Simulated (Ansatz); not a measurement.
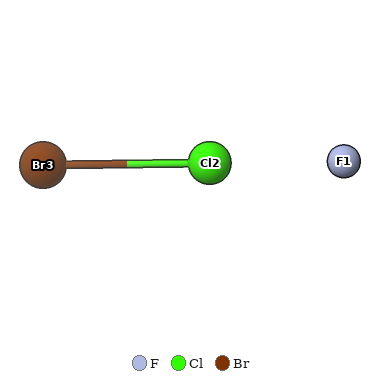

The system is F⁻ + ClBr; the picture shows the reference structure. The first coordinate is: distance F1–Cl2; the second: distance Cl2–Br3. Nothing is relaxed (the angle F1–Cl2–Br3 is fixed at 180 degrees). Grid: 17 × 17 points. Energies: kJ/mol, counted from the lowest grid point. The reference is spin-restricted, so regions where a bond is pulled apart into radicals lie too high. Method: Ansatz, RKS PBE-D4/def2-TZVPD.

Its coordinates:

```
atom    x (Å)   y (Å)   z (Å)
   F  -1.9790  0.0000  0.0000
  Cl   0.0000  0.0000  0.0000
  Br   2.4590  0.0000  0.0000
```

Range: distance F1–Cl2 from 1.296 to 3.296 Å; distance Cl2–Br3 from 1.776 to 3.776 Å.

**Predict the map.**

The lowest grid point is at distance F1–Cl2 = 1.979 Å, distance Cl2–Br3 = 2.459 Å. It is the only kind of minimum in the scanned range. The highest grid point, distance F1–Cl2 = 1.296 Å, distance Cl2–Br3 = 1.776 Å, lies 1083 kJ/mol above the lowest. Round the minimum the valley is somewhat tilted: raising distance F1–Cl2 shifts the best value of distance Cl2–Br3 downwards (coupling k₁₂/√(k₁₁k₂₂) about 0.3).

```tsv
distance Cl2–Br3 ↓, distance F1–Cl2 →	1.350	1.523	1.737	1.979	2.243	2.525	2.823	3.135
3.615	357	149	84	96	136	180	215	239
3.303	350	136	65	73	112	154	189	213
3.005	346	123	43	45	80	121	154	178
2.723	349	115	23	16	46	84	116	139
2.459	376	128	19	0	22	55	84	106
2.217	449	183	54	18	29	55	81	101
2.003	596	310	158	103	100	118	138	156
1.830	826	523	349	276	260	269	284	298
```

The table holds every second grid line.

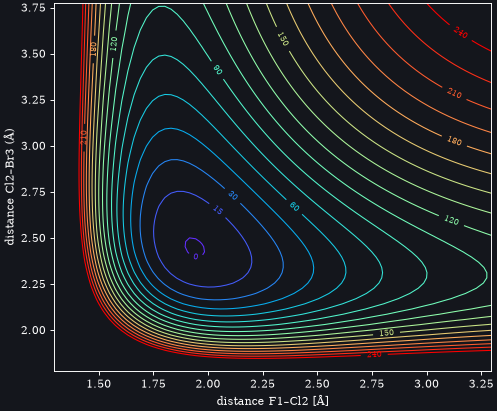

In the figure: contour lines labelled in kJ/mol (none above 240). Between grid points the surface is interpolated.

Each point was launched as `ansatz run input.yaml --threads 1 --pin off --max-ram 2560MiB --backend cpu --events-out ev --progress --plain --runs-dir out`. Time for the 289 points that were run: 64 min on 1 thread of Arm Neoverse N1, with other jobs on the host.
